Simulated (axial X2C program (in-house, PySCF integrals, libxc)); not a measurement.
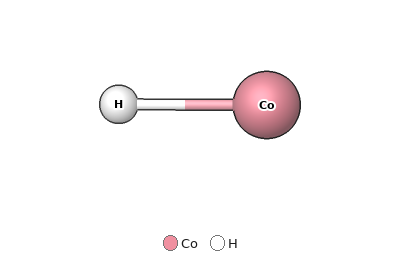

Figure 1. The molecule at the reference distance of 1.565 Å.

# CoH: relativistic diatomic calculation

System: CoH, single determinant with Ω = 4.
Method: BHandHLYP, two-component X2C with atomic mean-field Coulomb and Gaunt terms, Co dyall-v3z, H dyall-v3z (cores contracted) (axial X2C program (in-house, PySCF integrals, libxc)).

## Input file
```
{"zs": [27, 1], "q": 0, "bas": ["dyall-v3z", "dyall-v3z"], "levels": ["PBE0", "HF", "B97-3", "BHandHLYP"], "cc": false, "r0": 1.43, "npts": 10, "nst": 2, "ntry": 6, "opt": {"auxb": 4.0}}
```

The line is the task of a batch: nuclear charges, charge, bases, the levels to run, a first guess of the distance and further settings. This report covers BHandHLYP with spin-orbit coupling. The log is that of the reference distance 1.565 Å.

Hardware: 1 thread of Arm Neoverse N1, 54 GiB of memory available, shared host.

The run was one of a batch that the task file lists, launched with:
```bash
python <driver script> task.json out
```

## The program's output
```
two-component X2C + atomic mean field  BHandHLYP
basis functions 125  fitting functions 406  grid points 5070
iter        total energy     max residual
   1      -1393.566085843     7.63e-02
   2      -1393.567793810     1.04e-02
   3      -1393.567939852     3.68e-02
   4      -1393.568683384     2.61e-03
   5      -1393.568814109     2.38e-03
   6      -1393.569343758     1.17e-02
   7      -1393.569513310     6.23e-03
   8      -1393.569719032     4.12e-03
   9      -1393.569742686     2.24e-03
  10      -1393.569747341     1.62e-04
  11      -1393.569748063     1.96e-04
  12      -1393.569748282     1.72e-04
  13      -1393.569748324     2.94e-05
  14      -1393.569748329     5.23e-06
converged
one-electron -1947.14479740  Coulomb 605.09407054  exact exchange -29.41188097  xc functional -30.84106463  nuclear repulsion 9.12957488  atomic mean-field constant -0.39565074
```

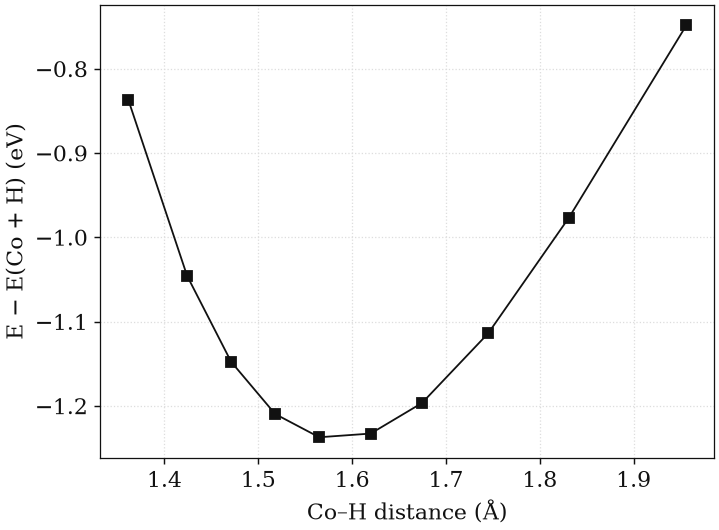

Figure 2. Energy at 10 bond lengths, for one set of occupations held fixed; the line joins the points. A polynomial of degree 6 through 9 points gives rₑ = 1.585 Å, ωₑ = 1832 cm⁻¹, ωₑxₑ = 39 cm⁻¹ and Bₑ = 6.769 cm⁻¹. The minimum lies 1.24 eV below Co + H, each computed as one determinant at the same level.

## Outcome

```
                 quantity                value
                  outcome            converged
           bond length rₑ              1.585 Å
                       ωₑ            1832 cm⁻¹
    energy at the minimum  −1393.56984 hartree
depth below the fragments              1.24 eV
                wall time                7.8 s
              peak memory             0.25 GiB
```

## What is odd here

This input holds a deliberate oddity: sparse fitting set (auxb = 4.0). The program ran to the end. Its numbers are those of the input as typed; this run alone doesn't show how far the oddity moves them.
